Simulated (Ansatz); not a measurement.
**BSiH$_{7}$O: molecular dynamics (part 3 of 3)**

BSiH$_{7}$O; RKS B3LYP/def2-SVP (Ansatz 0.2.0). It belongs to a series of runs on one base structure; here: dynamics from the highest image of the converged band.

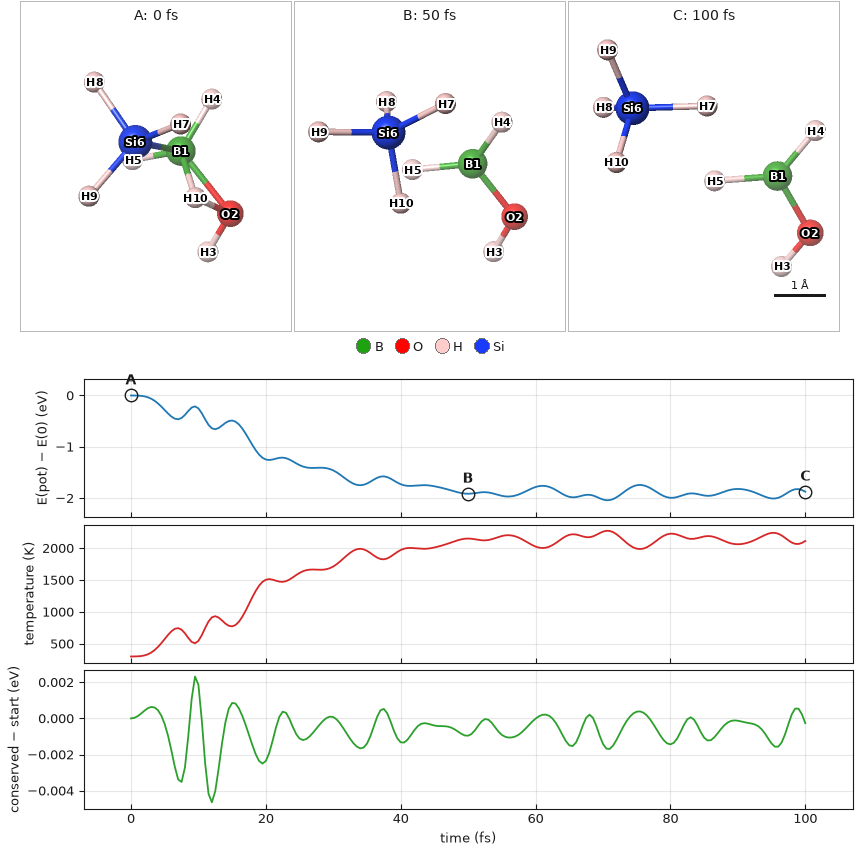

*Frames of the molecular dynamics (ball-and-stick, seen at a tilt) above the curves, on which the letters mark them.*

The trajectory kept here has 201 frames over 100 fs. The temperature starts at 300 K, ranges from 300 to 2272 K and averages 2140 K over the second half. The potential energy ends 1.874 eV below its first value. The conserved quantity stays within 0.007 eV. After an unweighted best fit of the last frame on the first, the root-mean-square displacement is 2.23 Å, and H10 has moved furthest (3.93 Å).

```
Total energy: -10711.30936299 eV, -393.6333587037 hartree
Atom 0 at     0.170186    -1.692182     0.750671 Å, force    -1.521721    -1.052780     1.326339 eV/Å
Atom 1 at    -0.183454    -2.670012     1.686107 Å, force     0.677458     0.838981    -1.335057 eV/Å
Atom 2 at    -1.123086    -2.893429     1.717682 Å, force    -0.014084     0.329863     0.071852 eV/Å
Atom 3 at     1.364740    -1.606494     0.578755 Å, force    -0.229371     0.310215    -0.147401 eV/Å
Atom 4 at    -0.785015    -1.029763     0.257388 Å, force     1.087466    -0.428128     0.084556 eV/Å
Atom 5 at     0.049990     4.207371     0.584265 Å, force     1.829666     0.591916    -0.864533 eV/Å
Atom 6 at     1.185817     3.581866     1.312380 Å, force     0.065931    -0.369247    -0.205334 eV/Å
Atom 7 at    -0.675651     3.323778    -0.327479 Å, force    -0.270305    -0.330328    -0.161027 eV/Å
Atom 8 at     0.616774     5.412254    -0.141033 Å, force    -0.088195    -0.461832    -0.143504 eV/Å
Atom 9 at    -0.683463     4.827163     1.602355 Å, force    -1.536845     0.571340     1.374111 eV/Å
Dipole moment:    -0.374998    -0.136408    -0.030358 e Å
```

## Trajectory as extended XYZ (Å, eV, eV/Å), 10 of the 201 frames kept, from step=0 to step=200
```
10
Properties=species:S:1:pos:R:3:forces:R:3 step=0 time_fs=0.0 energy=-10709.43469 temperature=300.0
B     0.1615    0.2230    0.3198    0.0055   0.0005  -0.0040
O    -0.1843   -0.5567    1.6637   -0.0062   0.0028   0.0041
H    -1.1104   -0.8377    1.6274    0.0016  -0.0050  -0.0003
H     1.3275    0.1028    0.0390   -0.0025  -0.0003  -0.0017
H    -0.6811    0.0970   -0.5378   -0.0011   0.0013   0.0015
Si    0.0657    2.3703    0.7656   -0.0003   0.0016   0.0003
H     1.0842    2.9200    1.7104   -0.0003   0.0004   0.0007
H     0.4201    2.7811   -0.6236    0.0006  -0.0004   0.0002
H    -1.2607    2.9719    1.1124    0.0003  -0.0014  -0.0010
H    -0.2102    0.6828    1.5957    0.0025   0.0005   0.0003
10
Properties=species:S:1:pos:R:3:forces:R:3 step=22 time_fs=11.0 energy=-10709.90010 temperature=747.7
B     0.1208    0.1550    0.4454   -0.9445  -0.9789  -0.7554
O    -0.1716   -0.5832    1.6141    0.0634  -1.4378  -0.3946
H    -1.0143   -1.0531    1.5553    0.1592   0.1061   0.0303
H     1.2515    0.2604    0.0197    0.2149  -0.0571   0.3708
H    -0.7202    0.3336   -0.4891    0.4061  -0.5107   0.7126
Si    0.0770    2.3983    0.7668    0.4361   4.7949  -1.4403
H     1.0919    2.9480    1.7002    0.0050   0.1937  -0.0338
H     0.3901    2.5266   -0.6589    0.2523   0.1609  -0.1801
H    -1.3112    2.8837    0.9814   -0.0175   0.5480   0.1355
H    -0.1992    1.1896    1.2231   -0.5750  -2.8192   1.5550
10
Properties=species:S:1:pos:R:3:forces:R:3 step=44 time_fs=22.0 energy=-10710.64950 temperature=1474.9
B     0.0743    0.0365    0.4958   -0.9274  -0.9424   0.0185
O    -0.1532   -0.7516    1.5833    0.1534  -0.8339  -0.0016
H    -0.9548   -1.2834    1.5301   -0.1624   0.2200   0.1011
H     1.2232    0.3266    0.3380    0.2529   0.1905  -0.2735
H    -0.8305    0.1589   -0.3648    0.7869   0.0246   0.3893
Si    0.0830    2.5238    0.7436    0.0324   3.1424  -0.4759
H     1.1099    3.1681    1.6171    0.1446   0.1389  -0.2782
H     0.5255    2.3890   -0.6683   -0.1519   0.0029   0.1710
H    -1.2165    3.2799    0.9015    0.3178   0.3373  -0.4549
H    -0.3296    1.4970    1.5723   -0.4463  -2.2802   0.8044
10
Properties=species:S:1:pos:R:3:forces:R:3 step=67 time_fs=33.5 energy=-10711.17641 temperature=1982.8
B     0.0426   -0.1588    0.5461    0.1046  -0.9081  -0.3326
O    -0.1332   -1.0219    1.5732   -0.2653   0.3477  -0.0358
H    -1.0304   -1.3734    1.6154   -0.0472  -0.2116  -0.0158
H     1.1068    0.3644    0.4775    0.4429  -0.0658   0.0473
H    -0.7389   -0.0368   -0.3889   -0.0664   0.0303   0.4533
Si    0.0716    2.7261    0.7411    0.5949   1.3667  -0.5406
H     1.2601    3.4553    1.2990    0.0188  -0.3788   0.2152
H     0.5354    2.2252   -0.6111   -0.4359   0.0354   0.5258
H    -0.8229    3.9147    0.4582   -0.2851  -0.5380   0.2222
H    -0.4421    1.7333    1.7646   -0.0612   0.3223  -0.5390
10
Properties=species:S:1:pos:R:3:forces:R:3 step=89 time_fs=44.5 energy=-10711.19281 temperature=1999.8
B     0.0617   -0.4077    0.5768    0.0945   0.1583   0.6507
O    -0.1369   -1.2807    1.5747   -0.1362  -0.2560   0.4806
H    -1.0474   -1.5969    1.6629    0.1397  -0.1235  -0.2011
H     1.0979    0.1879    0.6049    0.3822  -0.2205  -0.2483
H    -0.8020   -0.1614   -0.1911   -0.4230   0.0437  -0.6162
Si    0.0804    2.9817    0.7249   -0.8246  -1.7529   0.0414
H     1.4348    3.3968    1.1949   -0.2213   0.0044   0.2777
H     0.2514    2.0377   -0.4177    0.1849   0.4010  -0.1667
H    -0.7037    4.1257    0.1850   -0.1066   0.1337   0.3849
H    -0.7542    1.9487    1.6754    0.9103   1.6117  -0.6030
10
Properties=species:S:1:pos:R:3:forces:R:3 step=111 time_fs=55.5 energy=-10711.40054 temperature=2200.1
B     0.0745   -0.6345    0.6120    0.8765  -1.3799   1.3260
O    -0.1478   -1.5524    1.6076    0.0625   0.3533  -0.6987
H    -1.0186   -1.9756    1.5535    0.0569   0.2610   0.1406
H     1.2304   -0.2768    0.5266   -0.2717   0.2645   0.0049
H    -0.7970   -0.3476   -0.1063   -0.7298   0.4245  -0.7618
Si    0.0829    3.2124    0.6835   -0.6584   0.2912   0.7435
H     1.4079    3.3433    1.3375    0.1812   0.3177  -0.2288
H     0.1189    2.2196   -0.3897    0.0036  -0.2720  -0.3200
H    -0.6519    4.4350    0.2606    0.5443   0.3366  -0.3677
H    -0.8446    2.8597    1.7857   -0.0651  -0.5969   0.1620
10
Properties=species:S:1:pos:R:3:forces:R:3 step=133 time_fs=66.5 energy=-10711.40076 temperature=2200.4
B     0.0909   -0.9207    0.6712    1.1585   0.6528  -0.7628
O    -0.1533   -1.8196    1.6182   -0.0549  -0.6202   0.3367
H    -1.0511   -2.1705    1.5761   -0.1465   0.0744   0.2253
H     1.2372   -0.5410    0.4652   -0.2260  -0.1722   0.4584
H    -0.7323   -0.4716   -0.0544   -0.7346   0.0525  -0.2546
Si    0.0591    3.4493    0.6645    1.8990   1.3845  -1.2428
H     1.4362    3.5268    1.2547   -0.0023  -0.3404  -0.1116
H     0.0020    2.4421   -0.4302   -0.2045  -0.0613   0.1706
H    -0.0776    4.8589    0.1127   -0.2654  -0.4789  -0.0424
H    -0.7963    3.3214    1.7694   -1.4233  -0.4911   1.2231
10
Properties=species:S:1:pos:R:3:forces:R:3 step=156 time_fs=78.0 energy=-10711.31980 temperature=2122.4
B     0.1246   -1.1808    0.6735   -0.1582  -0.5416   1.5708
O    -0.1626   -2.1272    1.6357    0.3225   0.7968  -0.5832
H    -1.1098   -2.2410    1.7912    0.0299  -0.1716  -0.2289
H     1.3024   -0.8187    0.6877   -0.5955  -0.2054  -0.5068
H    -0.8241   -0.7264    0.0632    0.4014   0.1178  -0.2524
Si    0.0635    3.7316    0.6453   -0.3966  -1.3420  -0.0790
H     1.4545    3.3992    1.1220   -0.3869   0.0372   0.2624
H    -0.3211    2.6201   -0.3283    0.2201   0.4807   0.1676
H     0.2478    4.9968   -0.1302   -0.4816   0.1116   0.3035
H    -1.0692    3.5412    1.7216    1.0449   0.7165  -0.6539
10
Properties=species:S:1:pos:R:3:forces:R:3 step=178 time_fs=89.0 energy=-10711.26930 temperature=2074.0
B     0.1246   -1.4550    0.7655    0.8376   1.4057  -2.3974
O    -0.1636   -2.3923    1.6385   -0.7218  -0.6698   1.2468
H    -1.1157   -2.4850    1.8013    0.1603  -0.1962  -0.0946
H     1.3023   -1.1873    0.5308   -0.3089  -0.2144   0.4176
H    -0.6793   -0.8854   -0.0009    0.0331  -0.3275   0.8276
Si    0.0779    3.9697    0.6103   -2.3225   0.0619   1.1200
H     1.2281    3.2945    1.2593    0.3128   0.4139  -0.0295
H    -0.5331    2.9588   -0.3044    0.0332   0.0318  -0.0122
H     0.1470    5.2506   -0.1301    0.6896   0.0722  -0.0923
H    -1.0535    4.3407    1.7156    1.2867  -0.5777  -0.9859
10
Properties=species:S:1:pos:R:3:forces:R:3 step=200 time_fs=100.0 energy=-10711.30905 temperature=2112.3
B     0.1702   -1.6922    0.7507   -1.5217  -1.0528   1.3263
O    -0.1835   -2.6700    1.6861    0.6775   0.8390  -1.3351
H    -1.1231   -2.8934    1.7177   -0.0141   0.3299   0.0719
H     1.3647   -1.6065    0.5788   -0.2294   0.3102  -0.1474
H    -0.7850   -1.0298    0.2574    1.0875  -0.4281   0.0846
Si    0.0500    4.2074    0.5843    1.8297   0.5919  -0.8645
H     1.1858    3.5819    1.3124    0.0659  -0.3692  -0.2053
H    -0.6757    3.3238   -0.3275   -0.2703  -0.3303  -0.1610
H     0.6168    5.4123   -0.1410   -0.0882  -0.4618  -0.1435
H    -0.6835    4.8272    1.6024   -1.5368   0.5713   1.3741
```

This output came from the following input.

## The input
```yaml
crystal:
  periodic: [false, false, false]
  atoms:
    - { symbol: B, position_ang: [0.161491, 0.223047, 0.319802] }
    - { symbol: O, position_ang: [-0.184344, -0.556729, 1.66369] }
    - { symbol: H, position_ang: [-1.110381, -0.837656, 1.627445] }
    - { symbol: H, position_ang: [1.327546, 0.10284, 0.039045] }
    - { symbol: H, position_ang: [-0.681059, 0.097027, -0.537834] }
    - { symbol: Si, position_ang: [0.065712, 2.370321, 0.765622] }
    - { symbol: H, position_ang: [1.084173, 2.919991, 1.7104] }
    - { symbol: H, position_ang: [0.420057, 2.781116, -0.623584] }
    - { symbol: H, position_ang: [-1.260653, 2.971909, 1.112364] }
    - { symbol: H, position_ang: [-0.210241, 0.682833, 1.595747] }
basis:
  gaussian: { orbitals: def2-SVP }
hamiltonian:
  xc: b3lyp
md:
  timestep: 0.5
  n_steps: 200
  ensemble: nve
  temperature: 300.0
  initial_velocities: maxwell_boltzmann
  seed: 9422
```

Launched with:
```bash
ansatz run input.yaml --threads 2 --pin off --max-ram 3072MiB --backend cpu --events-out ev --progress --plain --runs-dir out
```

## Summary

- outcome: finished
- mean temperature over the second half: 2140 K
- trajectory: 200 steps, 100 fs
- ensemble: nve
- temperature in the input: 300.0 K
- time step: 0.5 fs
- potential energy (last step): −10711.3094 eV
- mean-field energy (last step): −10711.3094 eV
- largest force (length of the vector) (last step): 2.277 eV/Å
- hardware: 2 threads of Arm Neoverse V2, 24 GiB of memory available, shared host
- wall time: 3.6 min (CPU time 6.9 min)
- peak memory: 0.17 GiB

## Remarks

So short a trajectory is not equilibrated.
